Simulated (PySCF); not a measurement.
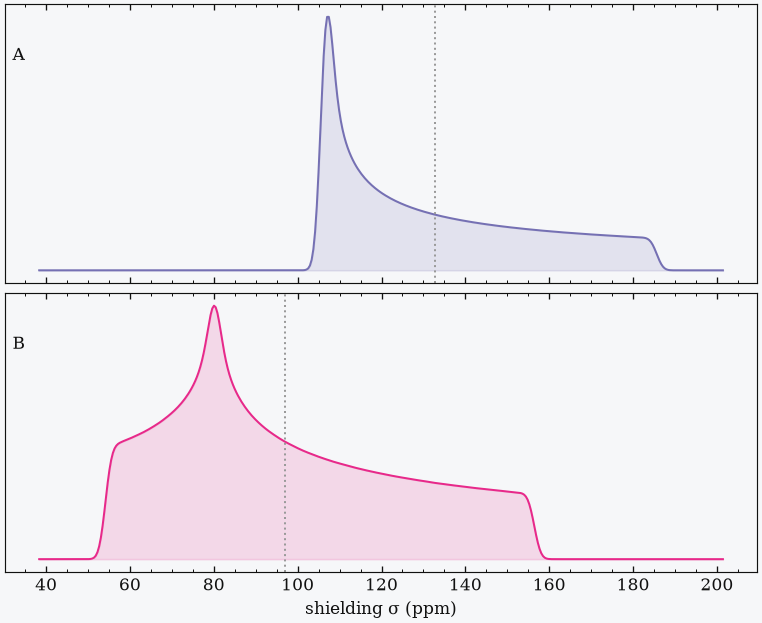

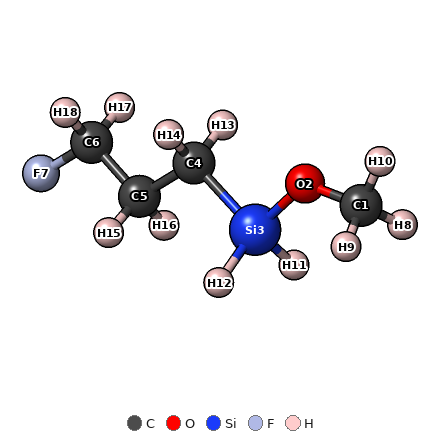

Static powder patterns (¹³C) from GIAO shielding tensors of C₄H₁₁FOSi, SMILES CO[SiH2]CCCF, PBE0/pcSseg-1 with PySCF, at a GFN2-xTB geometry (no frequency check); absolute shielding, one fixed geometry of the isolated molecule without any motion, no dipolar terms. The dotted line is the isotropic value; skew is 3(σiso − σ22)/span.

> The panels belong to C1 and C6. Which is which?

panel A: C1, σ11, σ22, σ33 = 106, 107, 186 ppm, isotropic 133, span 80 ppm, skew 0.97; panel B: C6, σ11, σ22, σ33 = 54, 80, 156 ppm, isotropic 97, span 102 ppm, skew 0.49.

Caveats: the tight-binding geometry is rougher than a DFT one and adds to the error; one conformer of a flexible molecule.
